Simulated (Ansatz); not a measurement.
# One shape, several levels: O3 (ozone)

We compute a comparison of 6 runs (HF/STO-3G, B3LYP/6-31G*, MP2/cc-pVDZ, CCSDT(Q)/SBKJC-VDZ, CCSD(T)/aug-cc-pVDZ, CCSD(T)/def2-TZVPD) of O3 (ozone). 

The results are computed with Ansatz 0.2.0.

6 further runs of the same task are left out: 1 for a known fault of the program, 2 that didn't finish, 3 set aside as unsound or not needed.

## Step 1: The system as given

O3: 3 atoms, total charge 0, spin state singlet. As SMILES, `O=[O+][O-]`. The shape is that of a PBE0-D4/def2-TZVP optimisation.

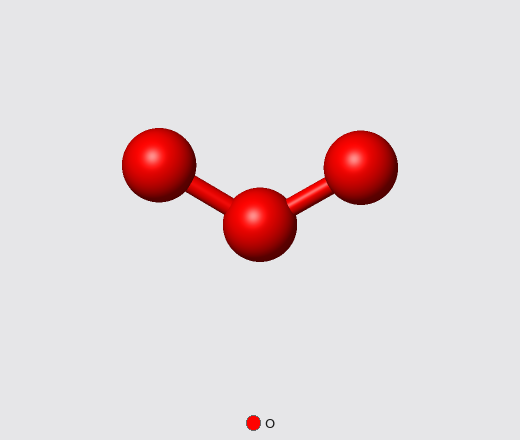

Viewed from a chosen angle; oxygen red.

## Step 2: Energy and gradient at HF/STO-3G (run 1)

File input.yaml:

```yaml
basis:
  gaussian:
    orbitals: STO-3G
crystal:
  periodic: [false, false, false]
  atoms:
    - {symbol: O, position_ang: [0.848700, -0.535900, 0.409500]}
    - {symbol: O, position_ang: [-0.228900, -0.317600, -0.159400]}
    - {symbol: O, position_ang: [-0.619800, 0.853500, -0.250100]}
hamiltonian:
  xc: hf
accuracy: high
output: {forces: true, orbitals: {seedname: orbitals}}
```

Run with:

```
$ ansatz run input.yaml --threads 1 --pin off --max-ram 2610MiB --events-out events.jsonl --progress --plain --runs-dir runs
```

Output:

```text
Warning: RAYON_NUM_THREADS=1 ignored (pool sized by the plan → 1); use --threads N
Functional definition: HF
  name "HF"
  exchange = exact_x
  correlation = 0
252 factors; integrals over basis functions are off by at most 4.2e-8 eV
mean field evaluation 1: about -6016.0615 eV, gradient 4.5e1 eV
mean field evaluation 2: about -6016.2278 eV, gradient 4.5e1 eV
mean field evaluation 4: about -6021.3734 eV, gradient 1.5e0 eV
mean field evaluation 8: about -6021.3845 eV, gradient 3.0e-4 eV
mean field evaluation 16: about -6017.4461 eV, gradient 7.5e-1 eV
mean field -6021.38452854 eV, -221.2817999829 hartree, gradient 3.1e-8 eV, S^2 0.000000; 0 other end points of the search recorded, 0 dependent functions left out
the calculation of the forces begins
reference -6021.38452854 eV, -221.2817999829 hartree; 12, 12 occupied and 3, 3 virtual orbitals, 252 factors
Total energy: -6021.38452854 eV, -221.2817999829 hartree
Atom 0 at     0.848700    -0.535900     0.409500 Å, force     4.113753    -0.715902     2.184227 eV/Å
Atom 1 at    -0.228900    -0.317600    -0.159400 Å, force    -2.721937    -3.777658    -1.895587 eV/Å
Atom 2 at    -0.619800     0.853500    -0.250100 Å, force    -1.391816     4.493560    -0.288639 eV/Å
Dipole moment:    -0.057898    -0.080324    -0.040317 e Å
```

Wall time 0.12 s (1 thread of Arm Neoverse V1, shared host).

## Step 3: Energy and forces at B3LYP/6-31G(d) (Cartesian functions) (run 2)

File run.yaml:

```yaml
crystal:
  periodic: [false, false, false]
  atoms:
    - {symbol: O, position_ang: [0.848700, -0.535900, 0.409500]}
    - {symbol: O, position_ang: [-0.228900, -0.317600, -0.159400]}
    - {symbol: O, position_ang: [-0.619800, 0.853500, -0.250100]}
basis:
  gaussian: {orbitals: "6-31G*"}
output: {forces: true, orbitals: {seedname: orbitals}}
accuracy: high
hamiltonian: {xc: {name: B3LYP}}
```

Run with:

```
$ ansatz run run.yaml --threads 1 --pin off --max-ram 2610MiB --events-out events.jsonl --progress --plain --runs-dir runs
```

Output, cut to the lines that bear on the results:

```text
Warning: RAYON_NUM_THREADS=1 ignored (pool sized by the plan → 1); use --threads N
Functional definition: B3LYP
  name "B3LYP"
[...]
824 factors; integrals over basis functions are off by at most 2.2e-9 eV
[...]
mean field -6133.57875281 eV, -225.4048616766 hartree, gradient 3.7e-8 eV, S^2 0.000000; 0 other end points of the search recorded, 0 dependent functions left out
[...]
reference -6133.57876788 eV, -225.4048622306 hartree; 12, 12 occupied and 33, 33 virtual orbitals, 824 factors
Total energy: -6133.57876788 eV, -225.4048622306 hartree
Atom 0 at     0.848700    -0.535900     0.409500 Å, force     1.477628    -0.321279     0.777763 eV/Å
Atom 1 at    -0.228900    -0.317600    -0.159400 Å, force    -0.922694    -1.280766    -0.642595 eV/Å
Atom 2 at    -0.619800     0.853500    -0.250100 Å, force    -0.554934     1.602045    -0.135168 eV/Å
Dipole moment:    -0.071486    -0.099178    -0.049780 e Å
```

Wall time 1.7 s (1 thread of Arm Neoverse V1, shared host).

Runs 3 to 5 aren't shown in full; the table further down has their settings and results.

## Step 4: The energy at CCSD(T)/def2-TZVPD (density fitting with def2-universal-jkfit) (run 6)

File molecule.yaml:

```yaml
crystal:
  periodic: [false, false, false]
  atoms:
    - symbol: O
      position_ang: [0.848700, -0.535900, 0.409500]
    - symbol: O
      position_ang: [-0.228900, -0.317600, -0.159400]
    - symbol: O
      position_ang: [-0.619800, 0.853500, -0.250100]
basis:
  gaussian:
    orbitals: def2-TZVPD
    fitting:
      mean_field: def2-universal-jkfit
hamiltonian:
  pseudopotentials:
    relativity: none
correlation:
  method: ccsd_t
```

Run with:

```
$ ansatz run molecule.yaml --threads 1 --pin off --max-ram 2610MiB --events-out events.jsonl --progress --plain --runs-dir runs
```

Output, cut to the lines that bear on the results:

```text
Warning: RAYON_NUM_THREADS=1 ignored (pool sized by the plan → 1); use --threads N
[... 2 set-up lines as earlier in the session ...]
[...]
231 factors; integrals over basis functions are off by at most 8.8e-1 eV
[...]
mean field -6105.25932376 eV, -224.3641418547 hartree, gradient 5.7e-7 eV, S^2 0.000000; 0 other end points of the search recorded, 0 dependent functions left out; unrestricted orbitals would lower it
[...]
unrestricted determinant -6107.22140580 eV, -224.4362470398 hartree, S^2 0.9000
3 core orbitals not correlated: weight in the atoms' cores, before any rotation towards them, 1.000 or more for the frozen orbitals, at most 0.000 for the correlated occupied ones
reference -6105.25932376 eV, -224.3641418547 hartree; 9, 9 occupied and 108, 108 virtual orbitals, 231 factors
second order -20.81996340 eV of doubles, -0.00000000 eV of singles
cycle   1  -18.88032709 eV  change     1.9e0 eV  update   1.6e-1
[...]
cycle  12  -20.06991596 eV  change   -8.7e-6 eV  update   3.0e-6
perturbative correction -1.20982214 eV, -0.0444601435 hartree
WARN: the results are in doubt because among natural orbitals full CI differs from the method by -0.091 eV
Total energy: -6126.53906185 eV, -225.1461578057 hartree
In doubt: among natural orbitals full CI differs from the method by -0.091 eV
```

It took 5.7 s on 1 thread of Arm Neoverse V1, shared host; peak memory 0.28 GiB.

## Step 5: All runs side by side

```tsv
run	level	Cartesian functions	frozen core orbitals	energy (Eh)	dipole moment (D)	HOMO energy (eV)	LUMO energy (eV)	wall time
1	HF/STO-3G	no	–	-221.281800	0.51	-8.97	3.25	0.12 s
2	B3LYP/6-31G* (Cartesian functions)	yes	–	-225.404862	0.63	-9.01	-4.76	1.7 s
3	MP2/cc-pVDZ	no	3	-224.895130	0.46	-13.18	-0.62	0.99 s
4	CCSDT(Q)/SBKJC-VDZ (density fitting with def2-universal-jkfit, core potential)	no	0	-47.060264	–	–	–	5.1 s
5	CCSD(T)/aug-cc-pVDZ	no	3	-224.965268	0.58	-13.44	-0.91	26 s
6	CCSD(T)/def2-TZVPD (density fitting with def2-universal-jkfit)	no	3	-225.146158	–	–	–	5.7 s
```

## Step 6: What came out

| quantity | value |
| --- | --- |
| run 6: total energy | -225.14616 Eh |
| run 6: correlation energy (3 core orbitals frozen) | -782.0 mEh |
| run 6: (T) correction | -44.46 mEh |
| run 6: T1 diagnostic | 0.025 |

**Reading.** Over runs 1, 2, 3, 5 the dipole moment (its size) runs from 0.46 D (MP2/cc-pVDZ) to 0.63 D (B3LYP/6-31G*). The two ends differ in method and basis. Some runs of one species differ in core potentials or relativity; totals across that change don't compare. In runs 3, 4, 5, 6 the log says that unrestricted orbitals would lower the reference, so the values rest on an unstable closed-shell determinant (other closed-shell runs at this shape may share the fault). In run 1 the basis is minimal, so the values are rough. All runs together took 39 s, the longest 26 s.
